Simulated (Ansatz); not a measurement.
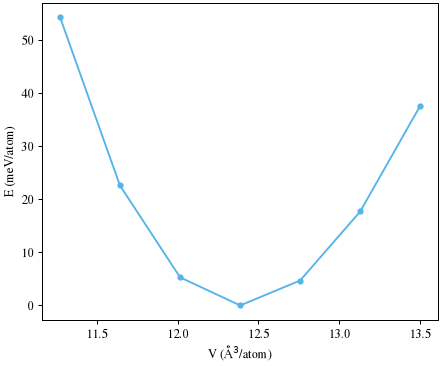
Fig. 1. Cu$_{3}$Ge in space group Pmmn (No. 59; Cu on 2b, Cu on 4e, Ge on 2a) under volume change, r²SCAN (plane waves, PAW; program Ansatz), shape and atoms relaxed at each volume.

### Question
What does a third-order Birch–Murnaghan fit give for V₀, B₀ and B′?

### Answer
V₀ = 12.39 Å³/atom, B₀ = 143 GPa, B′ = 5.1.

The first step of the workflow began from a Materials Project structure, measured or hypothetical; the Crystallography Open Database copy checked does not list it. Whether it is the stable phase at ambient conditions was not checked. Symmetry was held in the r²SCAN relaxation; its stability against distortions is not shown here. The run is not spin-polarised.

Potentials: the earlier of the program's two PAW sets.
